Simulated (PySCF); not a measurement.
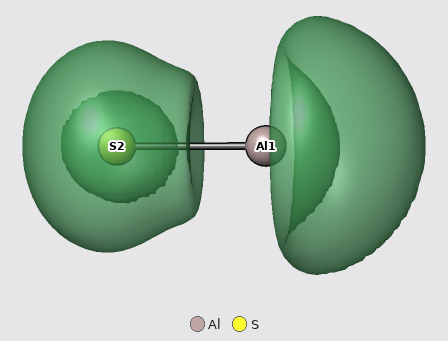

AlS (doublet). Isosurface of the ELF at 0.75 (green), seen from one side. Core shells and regions of very low density are left out.

Level of theory: PBE0/x2c-TZVPPall, spin-free X2C-1e, Gaussian nucleus, at a bond length of 2.039 Å (PySCF).

```xyz
2

Al    0.0000    0.0000   -1.1058
S     0.0000    0.0000    0.9332
```

What do the ELF domains correspond to?

Answer. The ELF exceeds this value in one lobe on Al, pointing away from the bonds (non-bonding electrons) and one region wrapped around S (its valence shell).

Values along the shortest contacts:
Al–S (2.04 Å): the ELF peaks at about 0.80 in the valence shell of S, 0.9 Å from its nucleus, and is about 0.75 at the midpoint.
